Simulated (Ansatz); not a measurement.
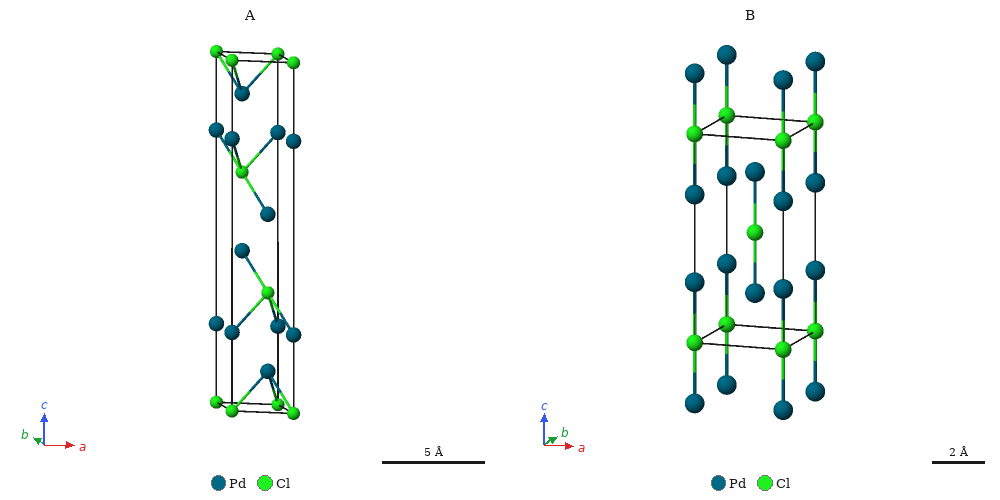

Two structures of Pd2Cl, each relaxed to rest (conventional cells in solid outline, small ones repeated, not to one scale). Method: DFT PBE, scalar-relativistic, plane waves, PAW in Ansatz 0.2.0, without spin polarisation.

**Give the type and space group of each.**

A: 9 atoms a cell on a rhombohedral (trigonal R) lattice, R-3m. B: 6 atoms a cell on a body-centred tetragonal lattice, I4/mmm.

**Which structure wins energetically, and by what margin?**

A is lower, by 49 meV/atom at this level of theory (energies at zero smearing). Volumes: A 16.9, B 18.4 Å³/atom.

One or both may be structure types tried for this composition rather than known phases.
